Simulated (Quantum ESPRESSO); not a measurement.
# E(θ) between the sublattices of CoO, part 2 of 3

Aim: the energy of CoO as two sets of moments turn from parallel to opposed.

Quantum ESPRESSO 7.5; LDA with U = 3.5 eV on Co d (ortho-atomic projectors); plane waves with GBRV 1.5 LDA potentials, no spin-orbit coupling.

So far, absolute magnetization (μB): step 2 (the collinear order that defines the sublattices) 5.32; step 3 (ferromagnetic, Kohn–Sham states 35, start moments [3.0, 3.0 …) 5.80.

### Step 4. Angle 0°, no penalty

The two sets tilt by half the angle to either side of z. A collinear state is stationary and needs no penalty.

Contents of pw.in:

```
&CONTROL
  calculation = 'scf'
  prefix = 'pwscf'
  outdir = './tmp'
  pseudo_dir = './pseudo'
  disk_io = 'nowf'
/
&SYSTEM
  ibrav = 0
  celldm(1) = 8
  nat = 4
  ntyp = 2
  ecutwfc = 34
  ecutrho = 238
  nbnd = 64
  occupations = 'smearing'
  smearing = 'fd'
  degauss = 0.00999582
  noncolin = .true.
  starting_magnetization(1) = 0.1471
  angle1(1) = 0
  angle2(1) = 0
  starting_magnetization(2) = 0
  nosym = .true.
/
&ELECTRONS
  conv_thr = 4d-08
  electron_maxstep = 150
  mixing_beta = 0.3
/
ATOMIC_SPECIES
Co     58.9332 co_lda_v1.2.uspp.F.UPF
O      15.9990 o_lda_v1.2.uspp.F.UPF
CELL_PARAMETERS alat
   0.0000000000000    0.5034939043300    0.5034939043300
   0.5034939043300    0.0000000000000    0.5034939043300
   1.0069878086600    1.0069878086600    0.0000000000000
ATOMIC_POSITIONS crystal
Co      0.0000000000    0.0000000000    0.0000000000
Co      0.0000000000    0.0000000000    0.5000000000
O       0.5000000000    0.5000000000    0.2500000000
O       0.5000000000    0.5000000000    0.7500000000
K_POINTS automatic
6 6 3 0 0 0
HUBBARD {ortho-atomic}
U Co-3d 3.5000
```

Run with:

```bash
$ OMP_NUM_THREADS=1 mpirun -n 4 pw.x -nk 4 -in pw.in > pw.out
```

Output:

```text
[banner, memory and clock lines left out]
Program PWSCF v.7.5 starts

     Found identity + (  0.0000 -0.0000 -0.5000) symmetry
     This is a supercell, fractional translations are disabled

     bravais-lattice index     =            0
     lattice parameter (alat)  =       8.0000  a.u.
     unit-cell volume          =     261.4042 (a.u.)^3
     number of atoms/cell      =            4
     number of atomic types    =            2
     number of electrons       =        46.00
     number of Kohn-Sham states=           64
     kinetic-energy cutoff     =      34.0000  Ry
     charge density cutoff     =     238.0000  Ry
     scf convergence threshold =      4.0E-08
     mixing beta               =       0.3000
     number of iterations used =            8  plain     mixing
     Exchange-correlation= SLA  PZ   NOGX NOGC
                           (   1   1   0   0   0   0   0)
     Noncollinear calculation without spin-orbit

     Hubbard projectors: ortho-atomic
     Hubbard parameters of DFT+U (Dudarev formulation) in eV:
     U(Co-3d) =  3.5000

     Internal variables: lda_plus_u =T, lda_plus_u_kind = 0

     Internal variables: orbital_resolved =F, hub_pot_fix =F, apply_U = F

     [... lines left out ...]
     PseudoPot. # 1 for Co read from file:
     co_lda_v1.2.uspp.F.UPF
     Pseudo is Ultrasoft + core correction, Zval = 17.0

     PseudoPot. # 2 for O  read from file:
     o_lda_v1.2.uspp.F.UPF
     Pseudo is Ultrasoft + core correction, Zval =  6.0

     atomic species   valence    mass     pseudopotential
     Co               17.00    58.93320     Co( 1.00)
     O                 6.00    15.99900     O ( 1.00)

     No symmetry found

   Cartesian axes

     site n.     atom                  positions (alat units)
         1        Co     tau(   1) = (   0.0000000   0.0000000   0.0000000  )
         2        Co     tau(   2) = (   0.5034939   0.5034939   0.0000000  )
         3        O      tau(   3) = (   0.5034939   0.5034939   0.5034939  )
         4        O      tau(   4) = (   1.0069878   1.0069878   0.5034939  )

     number of k points=   108  Fermi-Dirac smearing, width (Ry)=  0.0100

     Number of k-points >= 100: set verbosity='high' to print them.

     Dense  grid:    16077 G-vectors     FFT dimensions: (  27,  27,  60)

     Smooth grid:     6977 G-vectors     FFT dimensions: (  24,  24,  45)

     Check: negative core charge=   -0.000023
     Generating pointlists ...
     new r_m :   0.2077 (alat units)  1.6615 (a.u.) for type    1
     new r_m :   0.2077 (alat units)  1.6615 (a.u.) for type    2

     Initial potential from superposition of free atoms

     starting charge      44.0000, renormalised to      46.0000

     STARTING HUBBARD OCCUPATIONS:

     ================= HUBBARD OCCUPATIONS ================
     ------------------------ ATOM    1 ------------------------
     Tr[ns(  1)] (up, down, total) =   5.00000  2.00000  7.00000
     [... lines left out ...]
     Atomic magnetic moment mx, my, mz =     0.000000    0.000000    3.000000
     ------------------------ ATOM    2 ------------------------
     Tr[ns(  2)] (up, down, total) =   5.00000  2.00000  7.00000
     [... lines left out ...]
     Atomic magnetic moment mx, my, mz =     0.000000    0.000000    3.000000

     Number of occupied Hubbard levels =   14.0000

     atom number    1 relative position :    0.0000   0.0000   0.0000
     charge :    15.177808  (integrated on a sphere of radius 0.208)
     magnetization :          0.000000    0.000000    2.218023
     magnetization/charge:    0.000000    0.000000    0.146136
     polar coord.: r, theta, phi [deg] :     2.218023    0.000000  360.000000

     atom number    2 relative position :    0.5035   0.5035   0.0000
     charge :    15.177808  (integrated on a sphere of radius 0.208)
     magnetization :          0.000000    0.000000    2.218023
     magnetization/charge:    0.000000    0.000000    0.146136
     polar coord.: r, theta, phi [deg] :     2.218023    0.000000  360.000000

     atom number    3 relative position :    0.5035   0.5035   0.5035
     charge :     5.499644  (integrated on a sphere of radius 0.208)
     magnetization :          0.000000    0.000000    0.032304
     magnetization/charge:    0.000000    0.000000    0.005874
     polar coord.: r, theta, phi [deg] :     0.032304    0.000000  360.000000

     atom number    4 relative position :    1.0070   1.0070   0.5035
     charge :     5.499644  (integrated on a sphere of radius 0.208)
     magnetization :          0.000000    0.000000    0.032304
     magnetization/charge:    0.000000    0.000000    0.005874
     polar coord.: r, theta, phi [deg] :     0.032304    0.000000  360.000000

     Atomic wfc used for Hubbard projectors are orthogonalized

     Starting wfcs are   68 randomized atomic wfcs

     Self-consistent Calculation

     iteration #  1     ecut=    34.00 Ry     beta= 0.30
     Davidson diagonalization with overlap
     ethr =  1.00E-02,  avg # of iterations =  3.1

     ================= HUBBARD OCCUPATIONS ================
     ------------------------ ATOM    1 ------------------------
     Tr[ns(  1)] (up, down, total) =   4.61426  1.00500  5.61926
     [... lines left out ...]
     Atomic magnetic moment mx, my, mz =     0.000000   -0.000000    3.609262
     ------------------------ ATOM    2 ------------------------
     Tr[ns(  2)] (up, down, total) =   4.61425  1.00505  5.61930
     [... lines left out ...]
     Atomic magnetic moment mx, my, mz =     0.000000    0.000000    3.609198

     Number of occupied Hubbard levels =   11.2386

     total energy              =    -657.32746613 Ry
     estimated scf accuracy    <      11.90171400 Ry

     total magnetization       =     0.00    -0.00     7.08 Bohr mag/cell
     absolute magnetization    =     7.26 Bohr mag/cell

     [... further iterations left out ...]

     iteration # 27     ecut=    34.00 Ry     beta= 0.30
     Davidson diagonalization with overlap
     ethr =  1.87E-10,  avg # of iterations =  1.0

     atom number    1 relative position :    0.0000   0.0000   0.0000
     charge :    14.608737  (integrated on a sphere of radius 0.208)
     magnetization :          0.000000   -0.000000    2.523321
     magnetization/charge:    0.000000   -0.000000    0.172727
     polar coord.: r, theta, phi [deg] :     2.523321    0.000000  360.000000

     atom number    2 relative position :    0.5035   0.5035   0.0000
     charge :    14.608806  (integrated on a sphere of radius 0.208)
     magnetization :         -0.000000    0.000000    2.523255
     magnetization/charge:   -0.000000    0.000000    0.172722
     polar coord.: r, theta, phi [deg] :     2.523255    0.000000  360.000000

     atom number    3 relative position :    0.5035   0.5035   0.5035
     charge :     5.742436  (integrated on a sphere of radius 0.208)
     magnetization :          0.000000    0.000000    0.250629
     magnetization/charge:    0.000000    0.000000    0.043645
     polar coord.: r, theta, phi [deg] :     0.250629    0.000000  360.000000

     atom number    4 relative position :    1.0070   1.0070   0.5035
     charge :     5.742432  (integrated on a sphere of radius 0.208)
     magnetization :          0.000000   -0.000000    0.250629
     magnetization/charge:    0.000000   -0.000000    0.043645
     polar coord.: r, theta, phi [deg] :     0.250629    0.000000  360.000000

     End of self-consistent calculation

     ================= HUBBARD OCCUPATIONS ================
     ------------------------ ATOM    1 ------------------------
     Tr[ns(  1)] (up, down, total) =   4.95394  2.36840  7.32235
     [... lines left out ...]
     Atomic magnetic moment mx, my, mz =     0.000000   -0.000000    2.585543
     ------------------------ ATOM    2 ------------------------
     Tr[ns(  2)] (up, down, total) =   4.95395  2.36848  7.32242
     [... lines left out ...]
     Atomic magnetic moment mx, my, mz =    -0.000000    0.000000    2.585468

     Number of occupied Hubbard levels =   14.6448

     Number of k-points >= 100: set verbosity='high' to print the bands.

     the Fermi energy is    12.8025 ev

!    total energy              =    -660.83469989 Ry
     estimated scf accuracy    <       0.00000002 Ry
     smearing contrib. (-TS)   =      -0.02647360 Ry
     internal energy E=F+TS    =    -660.80822629 Ry

     The total energy is F=E-TS. E is the sum of the following terms:
     one-electron contribution =    -366.11034282 Ry
     hartree contribution      =     209.01351035 Ry
     xc contribution           =     -78.82122211 Ry
     ewald contribution        =    -425.12572346 Ry
     Hubbard energy            =       0.23555176 Ry

     total magnetization       =     0.00     0.00     5.77 Bohr mag/cell
     absolute magnetization    =     5.80 Bohr mag/cell

     convergence has been achieved in  27 iterations
```

Run time: 2.9 min. Hardware: 4 MPI ranks of Arm Neoverse V1, shared host; peak memory 0.54 GiB.

Spin moment in the atom's sphere by atom:

```tsv
atom	x (μB)	y (μB)	z (μB)	size
Co1	0.00	0.00	2.52	2.52
Co2	0.00	0.00	2.52	2.52
O3	0.00	0.00	0.25	0.25
O4	0.00	0.00	0.25	0.25
```

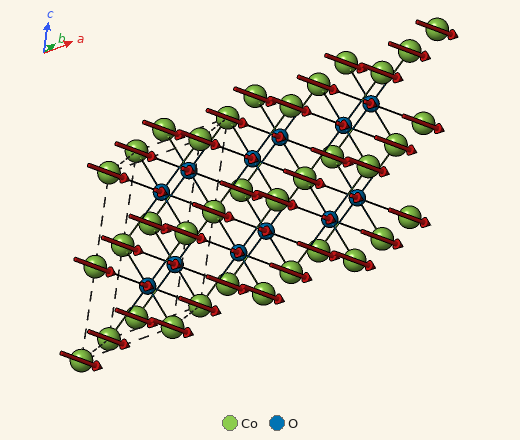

Spin moment in the atom's sphere as arrows, the longest 2.52 μB. Each arrow also spans its atom, so small moments look longer than they are. Bonds to atoms that aren't drawn are left out. 3×2×1 cells are drawn. Some periodic images of atoms are drawn too.

Read from the output:

```yaml
smearing_term_ts: 0.3602 eV
magnetization: 0, 0, 5.769 μB
absolute_magnetization: 5.803 μB
final_state: ferromagnetic
```

### Step 5. Angle 30°, lambda 2 Ry

A penalty pulls the polar angle of each moment to the typed one; its size and its azimuth are free.

Edit pw.in of step 4 so:

```diff
@@ -11,3 +11,3 @@
   nat = 4
-  ntyp = 2
+  ntyp = 3
   ecutwfc = 34
@@ -20,5 +20,12 @@
   starting_magnetization(1) = 0.1471
-  angle1(1) = 0
+  angle1(1) = 14.999
   angle2(1) = 0
-  starting_magnetization(2) = 0
+  starting_magnetization(2) = 0.1471
+  angle1(2) = 14.999
+  angle2(2) = 180
+  starting_magnetization(3) = 0.04
+  angle1(3) = 0
+  angle2(3) = 0
+  constrained_magnetization = 'atomic direction'
+  lambda = 2
   nosym = .true.
@@ -31,3 +38,4 @@
 ATOMIC_SPECIES
-Co     58.9332 co_lda_v1.2.uspp.F.UPF
+Co1    58.9332 co_lda_v1.2.uspp.F.UPF
+Co2    58.9332 co_lda_v1.2.uspp.F.UPF
 O      15.9990 o_lda_v1.2.uspp.F.UPF
@@ -38,4 +46,4 @@
 ATOMIC_POSITIONS crystal
-Co      0.0000000000    0.0000000000    0.0000000000
-Co      0.0000000000    0.0000000000    0.5000000000
+Co1     0.0000000000    0.0000000000    0.0000000000
+Co2     0.0000000000    0.0000000000    0.5000000000
 O       0.5000000000    0.5000000000    0.2500000000
@@ -45,2 +53,3 @@
 HUBBARD {ortho-atomic}
-U Co-3d 3.5000
+U Co1-3d 3.5000
+U Co2-3d 3.5000
```

Output:

```text
     [... lines left out ...]
Program PWSCF v.7.5 starts
     [... lines left out ...]
     number of atoms/cell      =            4
     [... lines left out ...]
     number of electrons       =        46.00
     number of Kohn-Sham states=           64
     kinetic-energy cutoff     =      34.0000  Ry
     charge density cutoff     =     238.0000  Ry
     scf convergence threshold =      4.0E-08
     [... lines left out ...]
     Noncollinear calculation without spin-orbit
     [... lines left out ...]
     No symmetry found
     [... lines left out ...]
     number of k points=   108  Fermi-Dirac smearing, width (Ry)=  0.0100
     [... lines left out ...]
     iteration # 58     ecut=    34.00 Ry     beta= 0.30
     [... lines left out ...]
     constraint energy (Ry) =      0.00001880
     atom number    1 relative position :    0.0000   0.0000   0.0000
     [... lines left out ...]
     magnetization :          0.676560   -0.000002    2.444285
     [... lines left out ...]
     atom number    2 relative position :    0.5035   0.5035   0.0000
     [... lines left out ...]
     magnetization :         -0.676566    0.000002    2.444313
     [... lines left out ...]
     atom number    3 relative position :    0.5035   0.5035   0.5035
     [... lines left out ...]
     magnetization :         -0.000000    0.000000    0.252495
     [... lines left out ...]
     atom number    4 relative position :    1.0070   1.0070   0.5035
     [... lines left out ...]
     magnetization :         -0.000000    0.000000    0.252496
     [... lines left out ...]
     Tr[ns(  1)] (up, down, total) =   4.91123  2.40795  7.31918
     [... lines left out ...]
     Tr[ns(  2)] (up, down, total) =   4.91123  2.40791  7.31915
     [... lines left out ...]
     the Fermi energy is    12.8072 ev
!    total energy              =    -660.83528684 Ry
     estimated scf accuracy    <       0.00000003 Ry
     smearing contrib. (-TS)   =      -0.02612367 Ry
     [... lines left out ...]
     total magnetization       =    -0.00    -0.00     5.61 Bohr mag/cell
     absolute magnetization    =     5.84 Bohr mag/cell
     [... lines left out ...]
     convergence has been achieved in  58 iterations
```

Run time: 6 min. Hardware: 4 MPI ranks; peak memory 0.55 GiB; 24 min of CPU time.

Spin moment in the atom's sphere by atom:

```tsv
atom	x (μB)	y (μB)	z (μB)	size
Co1	0.68	0.00	2.44	2.54
Co2	-0.68	0.00	2.44	2.54
O3	0.00	0.00	0.25	0.25
O4	0.00	0.00	0.25	0.25
```

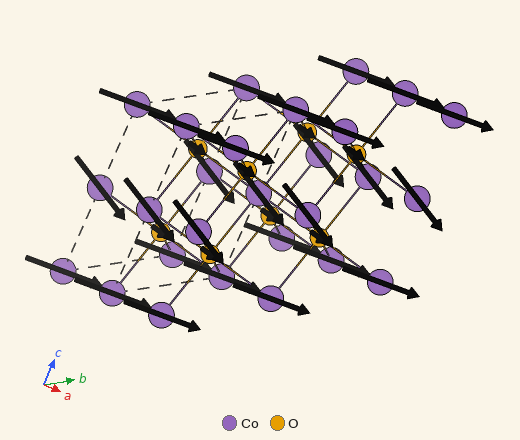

Spin moment in the atom's sphere as arrows, the longest 2.54 μB. Each arrow also spans its atom, so small moments look longer than they are. Bonds to atoms that aren't drawn are left out. 2×2×1 cells are drawn. Some periodic images of atoms are drawn too.

Numbers from this step:

```
smearing term TS       : 0.3554 eV
magnetization          : 0, 0, 5.606 μB
absolute magnetization : 5.835 μB
penalty energy         : 0.2558 meV
final state            : non-collinear
```

[end of part 2 of 3]

[Logs and program files are shortened in this print: banners, set-up blocks, solver, clock and traceback lines can be left out without a mark of their own.]

[Logs are printed without paths, hosts, clocks, repeated set-up lines and the standing remarks that a program may print on its own settings, such as how far it seeks lower states.]

[Hosts, paths, dates, database ids (printed as entryN), source tags and the programs' standing remarks are cut or masked in the printed files.]

[Where a cell is said to come from a database of computed structures, the database is the Materials Project.]
